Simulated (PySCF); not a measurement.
# One shape, several levels: SnSiH2Cl4 (SMILES [Cl][SnH2][Si](Cl)(Cl)Cl)

We compute a comparison of 6 runs (HF/STO-3G, HF/3-21G, CAM-B3LYP/STO-3G, r2SCAN/STO-3G, PBE0/def2-SVP, MP2/3-21G) of SnSiH2Cl4. The job is set up through a Python script.

The calculation is run with PySCF 2.14.0.

2 further runs of the same task are left out: 2 set aside as unsound or not needed.

## (1) Starting point

The species is SnSiH2Cl4 (8 atoms), meant as a singlet with charge 0. SMILES: `[Cl][SnH2][Si](Cl)(Cl)Cl`. Geometry: relaxed at PBE0-D4/def2-TZVP.

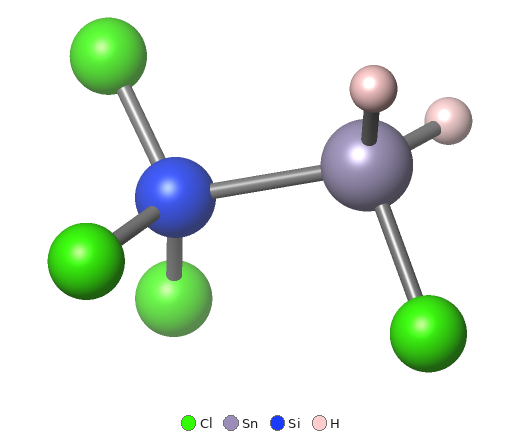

The structure, seen from a chosen angle (chlorine green, tin purple, silicon blue, hydrogen pink).

## (2) Energy and forces at HF/STO-3G (run 1)

run.py

```python
from pyscf import gto

mol = gto.Mole()
mol.atom = '''
Cl    -1.404400    -2.404900     0.638800
Sn     0.541500    -1.143500     0.383600
Si    -0.291600     1.155600    -0.389800
Cl    -1.300900     0.993500    -2.151400
Cl     1.302000     2.407000    -0.662800
Cl    -1.529300     1.972900     1.006000
H      1.482500    -1.938600    -0.790100
H      1.292300    -1.099100     1.909900
'''
mol.basis = 'sto-3g'
mol.charge = 0
mol.verbose = 3
mol.max_memory = 1860
mol.build()

hf = mol.RHF()
hf.conv_tol = 1e-10
hf.kernel()
if not hf.converged:
    hf = hf.newton().run(hf.mo_coeff, hf.mo_occ)

energy = hf.e_tot
print(f'total energy: {energy:.8f} hartree')
grad = hf.nuc_grad_method().kernel()
hf.analyze()
```

The run is started by

```console
$ OMP_NUM_THREADS=1 python run.py
```

Log:

```text
converged SCF energy = -8068.66001346192
[... 18 lines left out ...]
MO #9   energy= -103.626724535544  occ= 2
[... 12 lines left out ...]
MO #22  energy= -10.3875658250262  occ= 2
[... 12 lines left out ...]
MO #35  energy= -7.75995088528444  occ= 2
[... 12 lines left out ...]
MO #48  energy= -0.983992899133986 occ= 2
[... 12 lines left out ...]
MO #61  energy= -0.427988782748298 occ= 2
[... 12 lines left out ...]
MO #74  energy= 0.450161667224276  occ= 0
[... 9 lines left out ...]
Dipole moment(X, Y, Z, Debye):  3.85782, -1.31561,  0.68059
```

Run time: 22 s. Hardware: 1 thread of Intel Xeon at 2.50GHz (Skylake/Cascade Lake), shared host; peak memory 0.15 GiB.

## (3) Energy and forces at HF/3-21G (run 2)

input.py

```python
# [Cl][SnH2][Si](Cl)(Cl)Cl
from pyscf import gto, scf

mol = gto.M(
    atom=[
    ('Cl', (-1.404400, -2.404900, 0.638800)),
    ('Sn', (0.541500, -1.143500, 0.383600)),
    ('Si', (-0.291600, 1.155600, -0.389800)),
    ('Cl', (-1.300900, 0.993500, -2.151400)),
    ('Cl', (1.302000, 2.407000, -0.662800)),
    ('Cl', (-1.529300, 1.972900, 1.006000)),
    ('H', (1.482500, -1.938600, -0.790100)),
    ('H', (1.292300, -1.099100, 1.909900)),
],
    basis='3-21g',
    spin=0,
    verbose=3,
    max_memory=1860,
)

mf = scf.RHF(mol)
mf.conv_tol = 1e-10
mf.kernel()
if not mf.converged:
    mf = mf.newton().run(mf.mo_coeff, mf.mo_occ)

etot = mf.e_tot
print(f'total energy: {etot:.8f} hartree')
grad = mf.nuc_grad_method().kernel()
dip = mf.dip_moment()
pop, q = mf.mulliken_pop()
```

The run is started by

```console
$ OMP_NUM_THREADS=1 python input.py
```

Log:

```text
converged SCF energy = -8114.18107277004
total energy: -8114.18107277 hartree
[... 8 lines left out ...]
Dipole moment(X, Y, Z, Debye):  3.83971, -0.90430,  0.55146
[... 109 lines left out ...]
charge of    7H =     -0.17063
```

It took 19 s on 1 thread of Intel Xeon at 2.50GHz (Skylake/Cascade Lake), shared host; peak memory 0.21 GiB.

Runs 3 to 5 aren't shown in full; the table further down has their settings and results.

## (4) Energy and gradient at MP2/3-21G (run 6)

input.py

```python
import pyscf.grad
from pyscf import gto, scf, mp

molecule = gto.M(
    atom='''
Cl  -1.404400  -2.404900   0.638800
Sn   0.541500  -1.143500   0.383600
Si  -0.291600   1.155600  -0.389800
Cl  -1.300900   0.993500  -2.151400
Cl   1.302000   2.407000  -0.662800
Cl  -1.529300   1.972900   1.006000
H    1.482500  -1.938600  -0.790100
H    1.292300  -1.099100   1.909900
''',
    verbose=4,
    spin=0,
    max_memory=1860,
    basis='3-21g',
    charge=0,
)

myscf = scf.RHF(molecule)
myscf.conv_tol = 1e-10
myscf.kernel()
if not myscf.converged:
    myscf = myscf.newton().run(myscf.mo_coeff, myscf.mo_occ)

pt = mp.MP2(myscf, frozen=43).run()
energy = pt.e_tot
print('Final energy', energy)
grad = pt.Gradients().kernel()
myscf.analyze()
```

The run is started by

```console
$ OMP_NUM_THREADS=1 python input.py
```

Log:

```text
PySCF version 2.14.0

[... 93 lines left out ...]
MO #5   energy= -145.447095670182  occ= 2
[... 18 lines left out ...]
MO #24  energy= -8.00586642682397  occ= 2
[... 18 lines left out ...]
MO #43  energy= -4.00789611345095  occ= 2
[... 18 lines left out ...]
MO #62  energy= -0.498443010918111 occ= 2
[... 18 lines left out ...]
MO #81  energy= 0.470079701467558  occ= 0
[... 18 lines left out ...]
MO #100 energy= 1.34041843444269   occ= 0
[... 111 lines left out ...]
Dipole moment(X, Y, Z, Debye):  3.83971, -0.90430,  0.55146
```

Run time: 40 s. Hardware: 1 thread of Intel Xeon at 2.50GHz (Skylake/Cascade Lake), shared host; peak memory 1.1 GiB.

## (5) Overview of the runs

```csv
run,level,integration grid,core potential,energy (Eh),dipole moment (D) of the reference,HOMO energy (eV),LUMO energy (eV),wall time
1,HF/STO-3G,–,–,-8068.660013,4.13,-9.50,5.59,22 s
2,HF/3-21G,–,–,-8114.181073,3.98,-11.50,0.91,19 s
3,CAM-B3LYP/STO-3G,5,–,-8073.777443,3.78,-7.83,2.56,79 s
4,r2SCAN/STO-3G,5,–,-8073.805503,3.57,-5.49,0.74,79 s
5,PBE0/def2-SVP (core potential),5,def2-svp,-2344.593797,2.15,-8.14,-1.27,1.7 min
6,MP2/3-21G,–,–,-8114.455394,3.98,-11.50,0.91,40 s
```

## (6) What came out

```
                                           quantity           value
                                run 6: total energy  -8114.45539 Eh
        run 6: dipole moment (Hartree–Fock density)          3.98 D
         run 6: HOMO energy (Hartree–Fock orbitals)       -11.50 eV
         run 6: LUMO energy (Hartree–Fock orbitals)         0.91 eV
       run 6: HOMO–LUMO gap (Hartree–Fock orbitals)        12.41 eV
run 6: correlation energy (43 core orbitals frozen)      -274.3 mEh
                    run 6: largest force on an atom      2.909 eV/Å
```

**Reading.** Over runs 1, 2, 3, 4, 5 the dipole moment (its size) runs from 2.15 D (PBE0/def2-SVP) to 4.13 D (HF/STO-3G). The two ends differ in method and basis and core potential. Over runs 1, 2, 3, 4, 5 the HOMO–LUMO gap runs from 6.23 eV (r2SCAN/STO-3G) to 15.08 eV (HF/STO-3G). Exact exchange widens orbital gaps. Totals of different functionals can't be ranked against each other. Some runs of one species differ in core potentials or relativity; totals across that change don't compare. In runs 1, 3, 4 the basis is minimal, so the values are rough. In runs 1, 2, 3, 4, 6 relativity is left out where basis or elements ask for it. All runs together took 5.7 min, the longest 1.7 min.
